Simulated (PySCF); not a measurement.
```xyz
17

C     2.607   -0.062   -0.302
C     1.161    0.420   -0.242
Si   -0.075   -0.848    0.393
C    -1.768   -0.011    0.646
F    -1.583    1.022    1.578
Si   -2.586    0.717   -0.907
H     3.284    0.733   -0.652
H     2.724   -0.916   -0.987
H     2.967   -0.386    0.687
H     0.823    0.762   -1.236
H     1.064    1.296    0.424
H    -0.248   -1.992   -0.559
H     0.377   -1.386    1.715
H    -2.470   -0.747    1.083
H    -1.705    1.753   -1.521
H    -3.895    1.341   -0.551
H    -2.809   -0.388   -1.890
```

Where will the first 8 clear peaks of this molecule's radial distribution curve from gas electron diffraction lie, and which pairs make them?

Peak 1, 1.10 Å: C–H 1.10–1.11 Å (×6)
Peak 2, 1.47 Å: F–C 1.40 Å, Si–H 1.49–1.50 Å (×5), C–C 1.53 Å, not resolved
Peak 3, 1.90 Å: Si–C 1.88–1.91 Å (×3); in its flanks C···H 2.18–2.19 Å
Peak 4, 2.71 Å: Si···H 2.46–2.49 Å (×3), Si···F 2.68–2.70 Å (×2), C···H 2.76–2.81 Å (×7), Si···C 2.88 Å, not resolved
Peak 5, 3.22 Å: Si···H 3.09–3.43 Å (×3), C···C 3.09 Å, Si···Si 3.23 Å, F···C 3.35 Å, not resolved
Peak 6, 3.81 Å: Si···H 3.59–3.93 Å (×5), F···H 3.71–3.94 Å (×3), Si···C 3.82 Å, not resolved
Peak 7, 4.60 Å: C···H 4.37–4.86 Å (×4), C···C 4.48 Å, Si···H 4.48–4.50 Å (×2), F···C 4.72 Å, not resolved
Peak 8, 5.30 Å: C···H 5.15–5.65 Å (×4), Si···C 5.29 Å, F···H 5.36–5.37 Å (×2), Si···H 5.56 Å, not resolved; in its flanks Si···H 5.88 Å

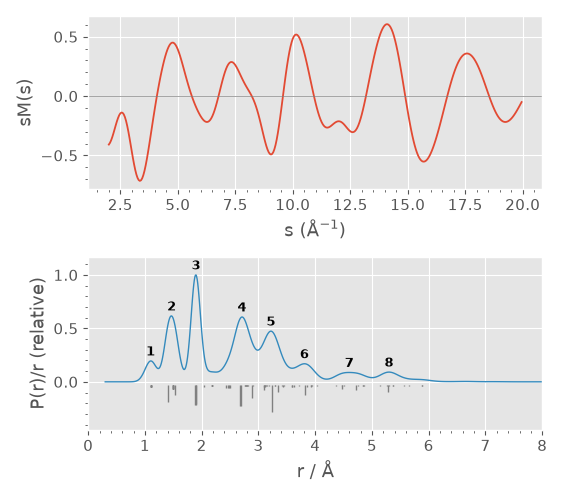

Simulated gas electron diffraction: reduced molecular intensity sM(s) from the Debye equation in the first Born approximation (top) and the radial distribution curve (bottom) of C₃H₁₁FSi₂. Each pair of atoms contributes with weight ZᵢZⱼ/r (bars below the curve); damping constant 0.002 Å²; vibrational amplitudes assumed, not computed: 0.05 Å for bonds, 0.078 Å for bonds to H, 0.06 + 0.015 r up to 0.15 Å for other pairs. The geometry is the end point of an optimisation (PySCF, PBE0-D3(BJ)/def2-SVP geometry optimisation, gas phase); it may be a saddle point or a higher isomer.
